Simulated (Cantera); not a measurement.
A closed system holds: 1 mol Si2Cl6, 0.29 mol NH3, 15 mol H2, at 5.10 mbar.

Method: chemical equilibrium by Gibbs-energy minimisation in Cantera with the NASA 1993 tables (ideal gas, pure condensed phases). Candidate condensed phases: NH4Cl, Si, Si3N4; 28 gas species. The feed counts by its element totals alone. Mutual solubility and eutectic melting of coexisting phases are not modelled. The tables' values for SiCl3 are old estimates; treat these amounts as uncertain. Kinetics and transport are ignored.

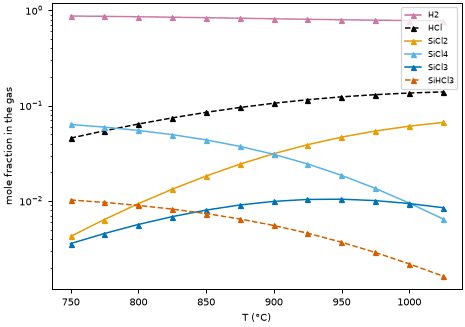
Figure. Equilibrium gas composition (values under 1e-9 drawn at 1e-9)

Question: Read off the mole fractions at 850 °C.

Answer: H2 about 0.84, HCl about 0.085, SiCl4 about 0.044, SiCl2 about 0.018, SiCl3 about 0.0080, SiHCl3 about 0.0074.
